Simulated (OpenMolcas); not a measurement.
# One shape, several levels: quartet [BH3]−

Aim: a comparison of 3 runs (UHF/3-21G, ROMP2/3-21G, ROCCSD(T)/3-21G) of quartet [BH3]−. 

The results are computed with OpenMolcas 26.06.

## Step 1: Starting point

[BH3]−: 4 atoms, total charge -1, spin state quartet. As SMILES of the parent species, `[BH3-]`. The coordinates come from a GFN2-xTB relaxation. That shape belongs to the parent species and isn't relaxed for this state.

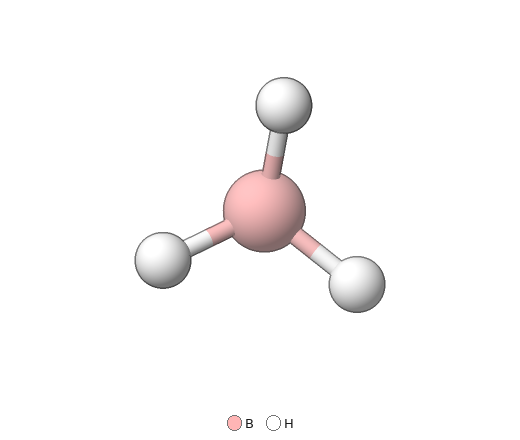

Viewed from a chosen angle; boron pink, hydrogen white.

## Step 2: The energy at UHF/3-21G (run 1)

File mol.inp:

```
&GATEWAY
 BasLib
 $CurrDir
 BasisSet
 B.3-21G....
 B1 0.150430 -0.037330 -0.233800 angstrom
 End of Basis
 BasisSet
 H.3-21G....
 H2 0.917080 0.452560 0.628490 angstrom
 H3 -0.279230 -1.161080 0.118390 angstrom
 H4 -0.788270 0.745860 -0.513080 angstrom
 End of Basis

&SEWARD

&SCF
 UHF
 Charge
 -1
 Spin
 4
 Thresholds
 1e-10 1e-07 1e-07 1e-05
 PrOrbitals
 1 1
```

The basis set 3-21G is read from a file made from the Basis Set Exchange's data (not shown).

Command:

```sh
export MOLCAS_MEM=1860
pymolcas mol.inp > mol.log
```

The program printed:

```text
--- Start Module: gateway ---
[...]
--- Stop Module: gateway /rc=_RC_ALL_IS_WELL_ ---
--- Start Module: seward ---
[...]
      Basis functions           15
--- Stop Module: seward /rc=_RC_ALL_IS_WELL_ ---
--- Start Module: scf ---
[...]
       Convergence after  37 Iterations
[...]
::    Total SCF energy                                -25.8245687514
[...]
      Total spin, S                                     1.5028985726
[...]
      Total electronic charge=    9.000000
      Total            charge=   -1.000000
[...]
      Dipole Moment (debye):
      Origin of the operator (angstrom)=    0.1072   -0.0266   -0.1666
                   X= -9.7842E-01               Y=  6.8265E-01               Z=  1.1436E-01           Total=  1.1985E+00
      Center of Charge (angstrom)
[...]
--- Stop Module: scf /rc=_RC_ALL_IS_WELL_ ---
[...]
```

Wall time 2.8 s (1 thread of Intel Xeon Platinum 8259CL at 2.50GHz (Skylake/Cascade Lake), shared host); peak memory 0.37 GiB.

## Step 3: A single-point energy at ROMP2/3-21G (run 2)

File mol.input:

```
&GATEWAY
BasLib
$CurrDir
BasisSet
B.3-21G....
B1 0.150430 -0.037330 -0.233800 angstrom
End of Basis
BasisSet
H.3-21G....
H2 0.917080 0.452560 0.628490 angstrom
H3 -0.279230 -1.161080 0.118390 angstrom
H4 -0.788270 0.745860 -0.513080 angstrom
End of Basis
&SEWARD
&SCF
UHF
Charge
-1
Spin
4
Thresholds
1e-10 1e-07 1e-07 1e-05
PrOrbitals
1 1
&RASSCF
FileOrb
$Project.UnaOrb
Spin
4
Nactel
3 0 0
Inactive
3
Ras2
3
OutOrbitals
Canonical
OrbListing
Nothing
&CASPT2
IPEA
0.0
Frozen
1
```

The basis set 3-21G is read from a file made from the Basis Set Exchange's data (not shown).

Command:

```sh
export MOLCAS_MEM=1860
pymolcas mol.input > mol.log
```

The program printed:

```text
--- Start Module: gateway ---
[...]
--- Stop Module: gateway /rc=_RC_ALL_IS_WELL_ ---
[...]
      Basis functions           15
[...]
       Convergence after  37 Iterations
[...]
::    Total SCF energy                                -25.8245687514
[...]
      Total spin, S                                     1.5028985726
[...]
--- Start Module: rasscf ---
[...]
      Number of active orbitals                  3
[...]
      Spin quantum number                      1.5
[...]
      Active orbitals                            3
[...]
      Number of CSFs                             1
[...]
      Number of root(s) required                 1
[...]
      Convergence after 13 iterations
[...]
      printout of CI-coefficients larger than  0.05 for root  1
      energy=     -25.822060
      conf/sym  111     Coeff  Weight
             1  uuu   1.00000 1.00000
      Natural orbitals and occupation numbers for root  1
      sym 1:   1.000000   1.000000   1.000000
      ************************************************************************************************************************
      *                                                    Final results                                                     *
[...]
::    RASSCF root number  1 Total energy:    -25.82206011
[...]
      Total electronic charge=    9.000000
      Total            charge=   -1.000000
[...]
      Dipole Moment (debye):
      Origin of the operator (angstrom)=    0.1072   -0.0266   -0.1666
                   X= -1.0122E+00               Y=  6.9594E-01               Z=  1.5047E-01           Total=  1.2375E+00
      Center of Charge (angstrom)
[...]
--- Stop Module: rasscf /rc=_RC_ALL_IS_WELL_ ---
--- Start Module: caspt2 ---
[...]
 ###    WARNING: User changed nr of frozen orbitals.                         ###
 ###############################################################################
[...]
      E2 (Variational):          -0.0562254430
      Total energy:             -25.8782855519
[...]
      Reference weight:           0.96848
[...]
::    CASPT2 Root  1     Total energy:    -25.87828555
[...]
--- Stop Module: caspt2 /rc=_RC_ALL_IS_WELL_ ---
[...]
```

It took 3.9 s on 1 thread of Intel Xeon Platinum 8259CL at 2.50GHz (Skylake/Cascade Lake), shared host; peak memory 0.37 GiB.

## Step 4: A single-point energy at ROCCSD(T)/3-21G (run 3)

File mol.inp:

```
* BH3 CCSD(T)
&GATEWAY
BasLib
$CurrDir
BasisSet
B.3-21G....
B1 0.150430 -0.037330 -0.233800 angstrom
End of Basis
BasisSet
H.3-21G....
H2 0.917080 0.452560 0.628490 angstrom
H3 -0.279230 -1.161080 0.118390 angstrom
H4 -0.788270 0.745860 -0.513080 angstrom
End of Basis
&SEWARD
&SCF
UHF
Charge
-1
Spin
4
Thresholds
1e-10 1e-07 1e-07 1e-05
PrOrbitals
1 1
&RASSCF
FileOrb
$Project.UnaOrb
Spin
4
Nactel
3 0 0
Inactive
3
Ras2
3
OutOrbitals
Canonical
OrbListing
Nothing
&MOTRA
JobIph
Frozen
1
&CCSDT
CCT
Triples
3
Iterations
80
Accuracy
1e-08
Extrapolation
5 4
```

The basis set 3-21G is read from a file made from the Basis Set Exchange's data (not shown).

Command:

```sh
export MOLCAS_MEM=1860
pymolcas mol.inp > mol.log
```

The program printed:

```text
--- Start Module: gateway ---
[...]
--- Stop Module: gateway /rc=_RC_ALL_IS_WELL_ ---
[...]
      Basis functions           15
[...]
       Convergence after  37 Iterations
[...]
::    Total SCF energy                                -25.8245687514
[...]
      Total spin, S                                     1.5028985726
[...]
      Number of active orbitals                  3
[...]
      Spin quantum number                      1.5
[...]
      Active orbitals                            3
[...]
      Number of CSFs                             1
[...]
      Number of root(s) required                 1
[...]
      Convergence after 13 iterations
[...]
      printout of CI-coefficients larger than  0.05 for root  1
      energy=     -25.822060
      conf/sym  111     Coeff  Weight
             1  uuu   1.00000 1.00000
      Natural orbitals and occupation numbers for root  1
      sym 1:   1.000000   1.000000   1.000000
      ************************************************************************************************************************
      *                                                    Final results                                                     *
[...]
::    RASSCF root number  1 Total energy:    -25.82206011
[...]
      Total electronic charge=    9.000000
      Total            charge=   -1.000000
[...]
      Dipole Moment (debye):
      Origin of the operator (angstrom)=    0.1072   -0.0266   -0.1666
                   X= -1.0122E+00               Y=  6.9594E-01               Z=  1.5047E-01           Total=  1.2375E+00
      Center of Charge (angstrom)
[...]
--- Start Module: motra ---
[...]
      *** WARNING: Default frozen orbitals is overwritten by user input.
      *** Default values:   1
[...]
--- Stop Module: motra /rc=_RC_ALL_IS_WELL_ ---
--- Start Module: ccsdt ---
[...]
      Convergence after                    27  Iterations
      Total energy (diff) :     -25.89379783      -0.00000000
[...]
 METHOD                       : CCSD+T(CCSD)+<T3(1)WT1>+<T3(1)UT2> = CCSD(T)
[...]
       CCSD     =       -25.8937978344730
[...]
--- Stop Module: ccsdt /rc=_RC_ALL_IS_WELL_ ---
[...]
```

It took 3.9 s on 1 thread of Intel Xeon Platinum 8259CL at 2.50GHz (Skylake/Cascade Lake), shared host; peak memory 0.37 GiB.

## Step 5: All runs side by side

```tsv
run	level	frozen core orbitals	cc max iter	energy (Eh)	wall time
1	UHF/3-21G	–	–	-25.824569	2.8 s
2	ROMP2/3-21G	1	–	-25.878286	3.9 s
3	ROCCSD(T)/3-21G	1	80	-25.895618	3.9 s
```

## Step 6: What came out

| quantity | value |
| --- | --- |
| run 3: total energy | -25.89562 Eh |
| run 3: (T) correction | -1.82 mEh |

In words: In run 1 the HOMO lies above zero, so the outermost electron may be held by the basis alone. All runs together took 11 s, the longest 3.9 s.
